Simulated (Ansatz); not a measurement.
# Si₂H₄S (SMILES [SiH3][SiH]=S): single points off equilibrium

How do the functionals fare away from a minimum? The structure is a structure displaced at random from a GFN2-xTB minimum.

Method: single points in def2-TZVPP; program: Ansatz 0.2.0, Gaussian basis.

Correlated methods freeze the cores.

## 1. The starting structure

SMILES `[SiH3][SiH]=S`, 7 atoms, charge 0, spin multiplicity 1.

Atoms are counted from 1 here; the program's logs count them from 0.

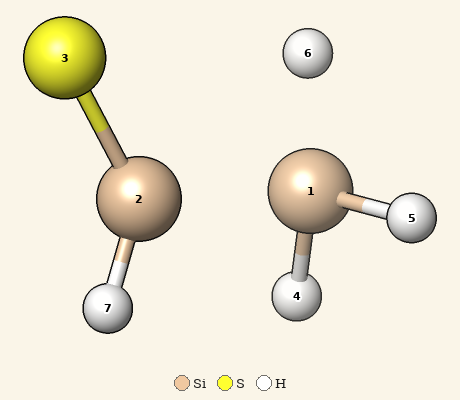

Start geometry, drawn with silicon light orange, sulfur yellow, hydrogen white; atoms are numbered from 1 in the order of the file.

Coordinates:

```
Si   -1.0939    0.5534   -0.2532
Si    1.1726   -0.7854    0.3532
S     2.1731   -0.5299    2.1055
H    -1.9564   -0.4062   -1.1255
H    -0.4668    1.6318   -1.2358
H    -1.7960    1.1482    1.2923
H     1.2794   -1.7238   -0.6067
```

## 2. CCSD(T)/def2-TZVPP

Input file run/in.yaml:

```yaml
crystal:
  periodic: [false, false, false]
  atoms:
    - {symbol: Si, position_ang: [-1.093900, 0.553400, -0.253200]}
    - {symbol: Si, position_ang: [1.172600, -0.785400, 0.353200]}
    - {symbol: S, position_ang: [2.173100, -0.529900, 2.105500]}
    - {symbol: H, position_ang: [-1.956400, -0.406200, -1.125500]}
    - {symbol: H, position_ang: [-0.466800, 1.631800, -1.235800]}
    - {symbol: H, position_ang: [-1.796000, 1.148200, 1.292300]}
    - {symbol: H, position_ang: [1.279400, -1.723800, -0.606700]}
basis:
  gaussian: {orbitals: def2-TZVPP}
correlation: {method: ccsd_t}
output: {forces: true}
```

No record of the launch command was kept for these runs.

## 3. PBE0-D4/def2-TZVPP

Edit run/in.yaml of step 2 so:

```diff
@@ -12,3 +12,3 @@
   gaussian: {orbitals: def2-TZVPP}
-correlation: {method: ccsd_t}
-output: {forces: true}
+hamiltonian: {xc: pbe0, dispersion: d4}
+output: {forces: true, orbitals: {seedname: orbitals}}
```

## 4. wB97M-V/def2-TZVPP

Edit run/in.yaml of step 3 so:

```diff
@@ -12,3 +12,3 @@
   gaussian: {orbitals: def2-TZVPP}
-hamiltonian: {xc: pbe0, dispersion: d4}
-output: {forces: true, orbitals: {seedname: orbitals}}
+hamiltonian: {xc: {name: wB97M-V}}
+output: {forces: true}
```

## 5. r2SCAN-D4/def2-TZVPP

Edit run/in.yaml of step 4 so:

```diff
@@ -12,3 +12,3 @@
   gaussian: {orbitals: def2-TZVPP}
-hamiltonian: {xc: {name: wB97M-V}}
+hamiltonian: {xc: r2scan, dispersion: d4}
 output: {forces: true}
```

## 6. PBE-D4/def2-TZVPP

Edit run/in.yaml of step 5 so:

```diff
@@ -12,3 +12,3 @@
   gaussian: {orbitals: def2-TZVPP}
-hamiltonian: {xc: r2scan, dispersion: d4}
+hamiltonian: {xc: pbe, dispersion: d4}
 output: {forces: true}
```

## 7. B97M-V/def2-TZVPP

Edit run/in.yaml of step 6 so:

```diff
@@ -12,3 +12,3 @@
   gaussian: {orbitals: def2-TZVPP}
-hamiltonian: {xc: pbe, dispersion: d4}
+hamiltonian: {xc: {name: B97M-V}}
 output: {forces: true}
```

## 8. CAM-B3LYP-D4/def2-TZVPP

Edit run/in.yaml of step 7 so:

```diff
@@ -12,3 +12,3 @@
   gaussian: {orbitals: def2-TZVPP}
-hamiltonian: {xc: {name: B97M-V}}
+hamiltonian: {xc: {name: CAM-B3LYP}, dispersion: d4}
 output: {forces: true}
```

(Steps that only read results are left out.)

Q: Predict the outcome of this session. Wanted: energy less free atoms, CCSD(T)/def2-TZVPP; RMS force component; RMS force error; HOMO and LUMO, PBE0-D4; T1 diagnostic.

As calculated:

| quantity | value |
| --- | --- |
| energy less free atoms, CCSD(T)/def2-TZVPP | -1779.2 kJ/mol |
| RMS force component | 1.688 to 1.787 eV/Å over the methods |
| RMS force error | PBE0-D4 0.132, wB97M-V 0.157, r2SCAN-D4 0.091, PBE-D4 0.136, B97M-V 0.156, CAM-B3LYP-D4 0.163 eV/Å |
| HOMO and LUMO, PBE0-D4 | -6.73 and -2.86 eV |
| T1 diagnostic | 0.021 |

What this shows: Against CCSD(T) the functionals' energies less atoms differ by -97.9 to -39.8 kJ/mol, PBE-D4 by -75.0 kJ/mol. The reference is not at the basis limit: in triple zeta CCSD(T) underbinds, which counts against methods that bind more; the gaps are no ranking. The forces of r2SCAN-D4 come nearest to CCSD(T), those of CAM-B3LYP-D4 are farthest. Frozen-core CCSD(T) forces in triple zeta carry basis errors of their own, and this is one geometry, so small gaps rank nothing.
